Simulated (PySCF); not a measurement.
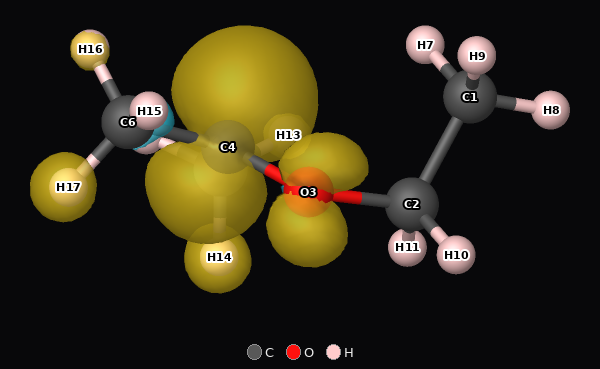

The picture shows: C$_{5}$H$_{11}$O (doublet). Isosurfaces of the spin density (α minus β) at +0.03 (yellow) and −0.03 e/Å³ (cyan), seen from one side.

Geometry: GFN2-xTB.

Theory: UKS B3LYP, pcH-1 on C H O, non-relativistic, mean-field spin-orbit, GIAO (PySCF).

```
atom    x (Å)    y (Å)    z (Å)
   C   2.2113  -0.3528  -0.1646
   C   1.2076  -0.4535   0.9833
   O   0.2007   0.5257   0.9027
   C  -0.7558   0.4034  -0.0887
   C  -1.2758  -0.9332  -0.5035
   C  -1.6267   1.6059  -0.2051
   H   1.7115  -0.5102  -1.1173
   H   2.9904  -1.1003  -0.0419
   H   2.6640   0.6354  -0.1744
   H   1.7107  -0.2597   1.9352
   H   0.7730  -1.4605   1.0182
   H  -2.1004  -0.7871  -1.1956
   H  -0.5174  -1.5402  -1.0023
   H  -1.6475  -1.5138   0.3510
   H  -1.0959   2.4745   0.1748
   H  -1.8989   1.7801  -1.2467
   H  -2.5577   1.4984   0.3650
```

### Describe the spin distribution.

The unpaired spin (1 electron) lies mostly on C4 (about 0.6) and O3 (about 0.1), in electrons by Hirshfeld's partition.
